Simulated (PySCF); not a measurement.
# CH5ClOSi2 (SMILES ClC1[SiH2]O[SiH2]1) at 6 levels

Wanted: a comparison of 6 runs (HF/def2-SVP, B3LYP/STO-3G, BP86/3-21G, B3LYP/6-31G*, PBE0/cc-pVDZ) of CH5ClOSi2. The job is set up through a Python script.

The results are computed with PySCF 2.14.0.

## 1. Starting point

The species is CH5ClOSi2 (10 atoms), meant as a singlet with charge 0. SMILES: `ClC1[SiH2]O[SiH2]1`. Geometry: relaxed at GFN2-xTB.

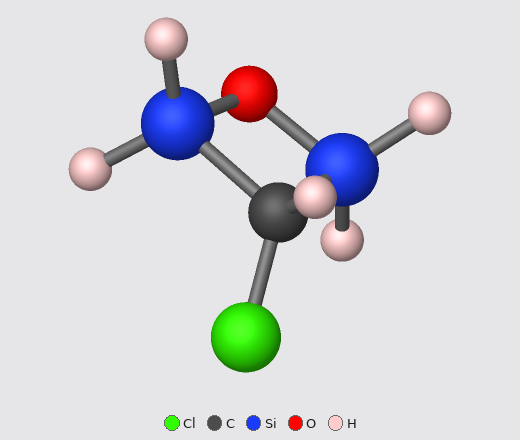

The structure, seen from a chosen angle (chlorine green, carbon dark grey, silicon blue, oxygen red, hydrogen pink).

## 2. Energy and forces at HF/def2-SVP (run 1)

Contents of calc.py:

```python
import pyscf.grad
from pyscf import gto

system = gto.Mole()
system.atom = [
    ('Cl', (-2.445580, 0.020400, 0.418140)),
    ('C', (-0.686710, 0.048420, 0.719810)),
    ('Si', (0.360370, -1.313000, -0.164720)),
    ('O', (1.173630, -0.059340, -0.897870)),
    ('Si', (0.350860, 1.279190, -0.348620)),
    ('H', (-0.577040, 0.125530, 1.799570)),
    ('H', (1.290740, -2.033870, 0.686880)),
    ('H', (-0.363440, -2.078410, -1.162300)),
    ('H', (-0.378010, 1.891190, -1.443440)),
    ('H', (1.275190, 2.119890, 0.392560)),
]
system.verbose = 4
system.max_memory = 1860
system.basis = 'def2-svp'
system.build()

calc0 = system.RHF()
calc0.conv_tol = 1e-10
calc0.kernel()
if not calc0.converged:
    calc0 = calc0.newton().run(calc0.mo_coeff, calc0.mo_occ)

e_tot = calc0.e_tot
print('E = %.10f Eh' % e_tot)
grad = calc0.Gradients().kernel()
dip = calc0.dip_moment()
pop, q = calc0.mulliken_pop()
```

The run is started by

```console
$ OMP_NUM_THREADS=1 python calc.py
```

Log:

```text
PySCF version 2.14.0

[... 66 lines left out ...]
converged SCF energy = -1152.6393866186
[... 12 lines left out ...]
Dipole moment(X, Y, Z, Debye):  0.85892,  0.07654,  1.03551
[... 79 lines left out ...]
pop of  4 Si 3dyz         0.09689
pop of  4 Si 3dz^2        0.02668
pop of  4 Si 3dxz         0.07606
pop of  4 Si 3dx2-y2      0.03697
pop of  5 H 1s            0.73394
pop of  5 H 2s            0.11956
pop of  5 H 2px           0.00259
pop of  5 H 2py           0.00475
pop of  5 H 2pz           0.01834
pop of  6 H 1s            0.76162
pop of  6 H 2s            0.37810
pop of  6 H 2px           0.00510
pop of  6 H 2py           0.00286
pop of  6 H 2pz           0.00400
pop of  7 H 1s            0.76010
pop of  7 H 2s            0.36808
pop of  7 H 2px           0.00319
pop of  7 H 2py           0.00318
pop of  7 H 2pz           0.00576
pop of  8 H 1s            0.76017
pop of  8 H 2s            0.36803
pop of  8 H 2px           0.00323
pop of  8 H 2py           0.00211
pop of  8 H 2pz           0.00679
pop of  9 H 1s            0.76162
pop of  9 H 2s            0.37813
pop of  9 H 2px           0.00504
pop of  9 H 2py           0.00372
pop of  9 H 2pz           0.00320
 ** Mulliken atomic charges  **
charge of    0Cl =     -0.19528
charge of    1C =     -0.58815
charge of    2Si =      1.01443
charge of    3O =     -0.78222
charge of    4Si =      1.01445
charge of    5H =      0.12081
charge of    6H =     -0.15168
charge of    7H =     -0.14030
charge of    8H =     -0.14033
charge of    9H =     -0.15172
```

Wall time 30 s (1 thread of Intel Xeon at 2.50GHz (Skylake/Cascade Lake), shared host); peak memory 0.24 GiB.

## 3. Energy and forces at B3LYP/STO-3G (run 2)

Contents of mol.xyz:

```xyz
10

Cl    -2.445580     0.020400     0.418140
C     -0.686710     0.048420     0.719810
Si     0.360370    -1.313000    -0.164720
O      1.173630    -0.059340    -0.897870
Si     0.350860     1.279190    -0.348620
H     -0.577040     0.125530     1.799570
H      1.290740    -2.033870     0.686880
H     -0.363440    -2.078410    -1.162300
H     -0.378010     1.891190    -1.443440
H      1.275190     2.119890     0.392560
```

Contents of calc.py:

```python
from pyscf import gto, dft

molecule = gto.M(
    atom='mol.xyz',
    max_memory=1860,
    verbose=4,
    spin=0,
    charge=0,
    basis='sto-3g',
)

mf = dft.RKS(molecule)
mf.xc = 'b3lyp'
mf.conv_tol = 1e-10
mf.grids.level = 5
mf.kernel()
if not mf.converged:
    mf = mf.newton().run(mf.mo_coeff, mf.mo_occ)

e_final = mf.e_tot
print('E(%s) = %.9f' % ('B3LYP', e_final))
grad = mf.nuc_grad_method().kernel()
dip = mf.dip_moment()
pop, q = mf.mulliken_pop()
```

The run is started by

```console
$ OMP_NUM_THREADS=1 python calc.py
```

Log:

```text
PySCF version 2.14.0

[... 78 lines left out ...]
converged SCF energy = -1142.3049954653
[... 13 lines left out ...]
Dipole moment(X, Y, Z, Debye):  1.71047,  0.04831,  0.59595
[... 14 lines left out ...]
pop of  1 C 2pz           1.06329
pop of  2 Si 1s           1.99955
pop of  2 Si 2s           1.98393
pop of  2 Si 3s           1.22588
pop of  2 Si 2px          1.95839
pop of  2 Si 2py          1.95694
pop of  2 Si 2pz          1.95878
pop of  2 Si 3px          0.71793
pop of  2 Si 3py          0.70974
pop of  2 Si 3pz          0.74855
pop of  3 O 1s            1.99765
pop of  3 O 2s            1.86933
pop of  3 O 2px           1.68810
pop of  3 O 2py           1.22130
pop of  3 O 2pz           1.74156
pop of  4 Si 1s           1.99955
pop of  4 Si 2s           1.98393
pop of  4 Si 3s           1.22584
pop of  4 Si 2px          1.95840
pop of  4 Si 2py          1.95701
pop of  4 Si 2pz          1.95871
pop of  4 Si 3px          0.71728
pop of  4 Si 3py          0.69994
pop of  4 Si 3pz          0.75902
pop of  5 H 1s            0.91866
pop of  6 H 1s            1.12692
pop of  7 H 1s            1.12046
pop of  8 H 1s            1.12048
pop of  9 H 1s            1.12695
 ** Mulliken atomic charges  **
charge of    0Cl =     -0.18755
charge of    1C =     -0.36170
charge of    2Si =      0.74032
charge of    3O =     -0.51794
charge of    4Si =      0.74033
charge of    5H =      0.08134
charge of    6H =     -0.12692
charge of    7H =     -0.12046
charge of    8H =     -0.12048
charge of    9H =     -0.12695
```

It took 39 s on 1 thread of Intel Xeon at 2.50GHz (Skylake/Cascade Lake), shared host; peak memory 0.46 GiB.

Runs 3 to 4 aren't shown in full; the table further down has their settings and results.

## 4. Energy and forces at B3LYP/6-31G(d) (Cartesian functions) (run 5)

Contents of calc.py:

```python
import pyscf.grad
from pyscf import gto, dft

mol = gto.M(
    atom='''
Cl    -2.445580     0.020400     0.418140
C     -0.686710     0.048420     0.719810
Si     0.360370    -1.313000    -0.164720
O      1.173630    -0.059340    -0.897870
Si     0.350860     1.279190    -0.348620
H     -0.577040     0.125530     1.799570
H      1.290740    -2.033870     0.686880
H     -0.363440    -2.078410    -1.162300
H     -0.378010     1.891190    -1.443440
H      1.275190     2.119890     0.392560
''',
    basis='6-31g*',
    cart=True,
    max_memory=1860,
    verbose=4,
)

mf = dft.RKS(mol)
mf.xc = 'b3lyp'
mf.conv_tol = 1e-10
mf.grids.level = 5
mf.kernel()
if not mf.converged:
    mf = mf.newton().run(mf.mo_coeff, mf.mo_occ)

e_tot = mf.e_tot
print('Final energy', e_tot)
grad = mf.Gradients().kernel()
dip = mf.dip_moment()
pop, q = mf.mulliken_pop()
```

The run is started by

```console
$ OMP_NUM_THREADS=1 python calc.py
```

Log:

```text
PySCF version 2.14.0

[... 81 lines left out ...]
converged SCF energy = -1155.56758436579
Final energy -1155.5675843657905
[... 12 lines left out ...]
Dipole moment(X, Y, Z, Debye):  0.88249,  0.07440,  1.00389
[... 69 lines left out ...]
pop of  4 Si 1s           1.99868
pop of  4 Si 2s           1.99077
pop of  4 Si 3s           1.02853
pop of  4 Si 4s           0.14939
pop of  4 Si 2px          1.98741
pop of  4 Si 2py          1.98729
pop of  4 Si 2pz          1.98772
pop of  4 Si 3px          0.56719
pop of  4 Si 3py          0.57135
pop of  4 Si 3pz          0.60577
pop of  4 Si 4px          0.07630
pop of  4 Si 4py          0.04608
pop of  4 Si 4pz          0.10362
pop of  4 Si 3dxx        -0.00742
pop of  4 Si 3dxy         0.07835
pop of  4 Si 3dxz         0.05484
pop of  4 Si 3dyy         0.01447
pop of  4 Si 3dyz         0.07221
pop of  4 Si 3dzz         0.00138
pop of  5  H 1s           0.51948
pop of  5  H 2s           0.26986
pop of  6  H 1s           0.52120
pop of  6  H 2s           0.55068
pop of  7  H 1s           0.52027
pop of  7  H 2s           0.54393
pop of  8  H 1s           0.52031
pop of  8  H 2s           0.54386
pop of  9  H 1s           0.52120
pop of  9  H 2s           0.55071
 ** Mulliken atomic charges  **
charge of    0Cl =     -0.07112
charge of    1C =     -0.60380
charge of    2Si =      0.68612
charge of    3O =     -0.63578
charge of    4Si =      0.68609
charge of    5H =      0.21066
charge of    6H =     -0.07188
charge of    7H =     -0.06420
charge of    8H =     -0.06418
charge of    9H =     -0.07191
```

Run time: 1.8 min. Hardware: 1 thread of Intel Xeon at 2.50GHz (Skylake/Cascade Lake), shared host; peak memory 0.96 GiB.

## 5. Energy and forces at PBE0/cc-pVDZ (run 6)

Contents of input.xyz:

```xyz
10

Cl    -2.445580     0.020400     0.418140
C     -0.686710     0.048420     0.719810
Si     0.360370    -1.313000    -0.164720
O      1.173630    -0.059340    -0.897870
Si     0.350860     1.279190    -0.348620
H     -0.577040     0.125530     1.799570
H      1.290740    -2.033870     0.686880
H     -0.363440    -2.078410    -1.162300
H     -0.378010     1.891190    -1.443440
H      1.275190     2.119890     0.392560
```

Contents of job.py:

```python
import pyscf.grad
from pyscf import gto, dft

molecule = gto.M(
    atom='input.xyz',
    verbose=4,
    basis='cc-pvdz',
    max_memory=1860,
)

calc0 = dft.RKS(molecule)
calc0.xc = 'pbe0'
calc0.conv_tol = 1e-10
calc0.grids.level = 5
calc0.kernel()
if not calc0.converged:
    calc0 = calc0.newton().run(calc0.mo_coeff, calc0.mo_occ)

e_tot = calc0.e_tot
print('Final energy', e_tot)
grad = calc0.Gradients().kernel()
calc0.analyze()
```

The run is started by

```console
$ OMP_NUM_THREADS=1 python job.py
```

Log:

```text
PySCF version 2.14.0

[... 94 lines left out ...]
One-electron Energy =                -2314.874623164365403
[... 11 lines left out ...]
MO #7   energy= -7.25743096468017  occ= 2
[... 9 lines left out ...]
MO #17  energy= -3.70193650638315  occ= 2
[... 9 lines left out ...]
MO #27  energy= -0.383492260450915 occ= 2
[... 9 lines left out ...]
MO #37  energy= 0.0631372047739229 occ= 0
[... 9 lines left out ...]
MO #47  energy= 0.333764154695094  occ= 0
[... 9 lines left out ...]
MO #57  energy= 0.510440595849598  occ= 0
[... 9 lines left out ...]
MO #67  energy= 0.753290816061195  occ= 0
[... 9 lines left out ...]
MO #77  energy= 1.10351691886245   occ= 0
[... 9 lines left out ...]
MO #87  energy= 1.49267526253089   occ= 0
[... 9 lines left out ...]
MO #97  energy= 1.96351490875981   occ= 0
[... 9 lines left out ...]
MO #107 energy= 3.07503860319785   occ= 0
[... 81 lines left out ...]
pop of  4 Si 3dz^2        0.00509
pop of  4 Si 3dxz         0.01062
pop of  4 Si 3dx2-y2      0.00844
pop of  5 H 1s            0.85474
pop of  5 H 2s            0.00879
pop of  5 H 2px           0.00022
pop of  5 H 2py           0.00029
pop of  5 H 2pz           0.00138
pop of  6 H 1s            1.08961
pop of  6 H 2s            0.00546
pop of  6 H 2px           0.00255
pop of  6 H 2py           0.00091
pop of  6 H 2pz           0.00165
pop of  7 H 1s            1.08312
pop of  7 H 2s            0.00594
pop of  7 H 2px           0.00131
pop of  7 H 2py           0.00106
pop of  7 H 2pz           0.00293
pop of  8 H 1s            1.08315
pop of  8 H 2s            0.00594
pop of  8 H 2px           0.00132
pop of  8 H 2py           0.00064
pop of  8 H 2pz           0.00333
pop of  9 H 1s            1.08964
pop of  9 H 2s            0.00546
pop of  9 H 2px           0.00252
pop of  9 H 2py           0.00127
pop of  9 H 2pz           0.00132
 ** Mulliken atomic charges  **
charge of    0Cl =     -0.12686
charge of    1C =     -0.49811
charge of    2Si =      0.85014
charge of    3O =     -0.82081
charge of    4Si =      0.85018
charge of    5H =      0.13458
charge of    6H =     -0.10018
charge of    7H =     -0.09435
charge of    8H =     -0.09439
charge of    9H =     -0.10020
Dipole moment(X, Y, Z, Debye):  0.85713,  0.06426,  0.86178
```

It took 1.7 min on 1 thread of Intel Xeon at 2.50GHz (Skylake/Cascade Lake), shared host; peak memory 1.1 GiB.

## 6. All runs side by side

| run | level | integration grid | Cartesian functions | energy (Eh) | dipole moment (D) | HOMO energy (eV) | LUMO energy (eV) | wall time |
| --- | --- | --- | --- | --- | --- | --- | --- | --- |
| 1 | HF/def2-SVP | – | no | -1152.639387 | 1.35 | -10.36 | 2.85 | 30 s |
| 2 | B3LYP/STO-3G | 5 | no | -1142.304995 | 1.81 | -3.83 | 4.50 | 39 s |
| 3 | BP86/3-21G | 5 | no | -1149.692340 | 1.42 | -6.48 | -1.38 | 52 s |
| 4 | B3LYP/6-31G* (spherical functions) | 5 | no | -1155.559063 | 1.34 | -7.17 | -0.77 | 1.8 min |
| 5 | B3LYP/6-31G* (Cartesian functions) | 5 | yes | -1155.567584 | 1.34 | -7.17 | -0.79 | 1.8 min |
| 6 | PBE0/cc-pVDZ | 5 | no | -1155.038897 | 1.22 | -7.44 | -0.60 | 1.7 min |

## 7. Outcome

| quantity | value |
| --- | --- |
| run 6: total energy | -1155.03890 Eh |
| run 6: dipole moment | 1.22 D |
| run 6: HOMO energy | -7.44 eV |
| run 6: LUMO energy | -0.60 eV |
| run 6: HOMO–LUMO gap | 6.85 eV |
| run 6: largest force on an atom | 2.502 eV/Å |

What this shows: The dipole moment (its size) runs from 1.22 D (PBE0/cc-pVDZ) to 1.81 D (B3LYP/STO-3G). The two ends differ in method and basis. The HOMO–LUMO gap runs from 5.11 eV (BP86/3-21G) to 13.21 eV (HF/def2-SVP). Totals of different functionals can't be ranked against each other. In run 2 the basis is minimal, so the values are rough. All runs together took 7.4 min, the longest 1.8 min.
